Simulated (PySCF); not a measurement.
System: C₃H₆O₂S (SMILES [CH2][CH+]S(C)(=O)=O) (charge +1, doublet).

```xyz
12

C     2.0666    0.1077   -0.2659
C     0.9580   -0.5213   -0.4844
S    -0.4647   -0.3828    0.7783
C    -1.7089    0.5147   -0.1921
O     0.0315    0.4208    1.8373
O    -0.8564   -1.7342    0.9770
H     2.9046    0.0299   -0.9601
H     2.2622    0.7437    0.5887
H     0.6497   -1.2131   -1.2496
H    -2.5624    0.6507    0.4699
H    -1.9847   -0.0922   -1.0478
H    -1.2943    1.4754   -0.4772
```

Geometry: GFN2-xTB.

These are results of UKS B3LYP, pcH-1 on C H O S, non-relativistic, mean-field spin-orbit, GIAO (PySCF), not measurements.

What can the converged electron density, electron localisation function and spin density tell about the bonding?

Answer. C–C (1.29 Å): ρ at the midpoint is about 2.5 e/Å³; the ELF peaks at about 0.95 between the atoms (a multiple bond).
S–O (1.42 Å): ρ is about 2.4 e/Å³ halfway; the ELF peaks at about 0.80 between the atoms (a short, strongly polar bond).
C–H (1.08 Å): the density is about 2.1 e/Å³ at the midpoint; the ELF climbs to about 1 towards the hydrogen, as it does in any bond to H; an ordinary covalent bond to hydrogen.
C–S (1.91 Å): ρ at the midpoint is about 1 e/Å³; the ELF peaks at about 0.90 between the atoms; localised, covalent bonding.
The unpaired spin (1 electron) lies mostly on O6 (about 0.3), C2 (about 0.2), O5 (about 0.2), C4 (about 0.1) and S3 (about 0.1), in electrons by Hirshfeld's partition.

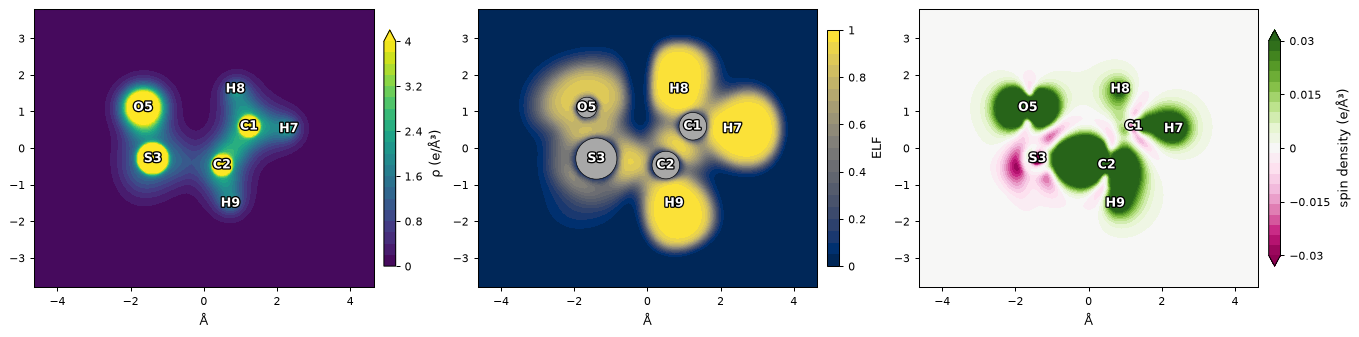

Computed electron density, electron localisation function and spin density on the plane of atoms C2, S3 and O5, in this order. Grey discs cover the atomic cores in the ELF map. 
